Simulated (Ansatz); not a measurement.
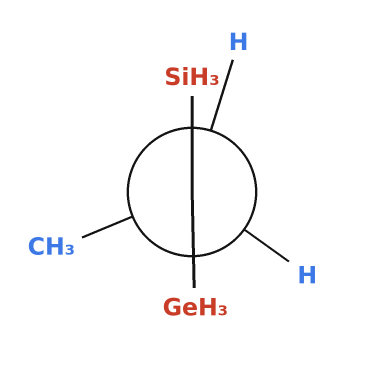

A Newman projection along the N–Si bond, nitrogen in front; angles are drawn as computed, but eclipsed bonds slightly apart. Computed geometry: PBE0-D4/def2-TZVP optimisation.

**Which molecule is it?**

CH11GeNSi2, C[SiH2][N]([SiH3])[GeH3]

**What is the torsion angle from the front GeH3 to the back CH3? The sign is positive where the front bond must turn clockwise to cover the back bond.**

69°, synclinal (gauche).
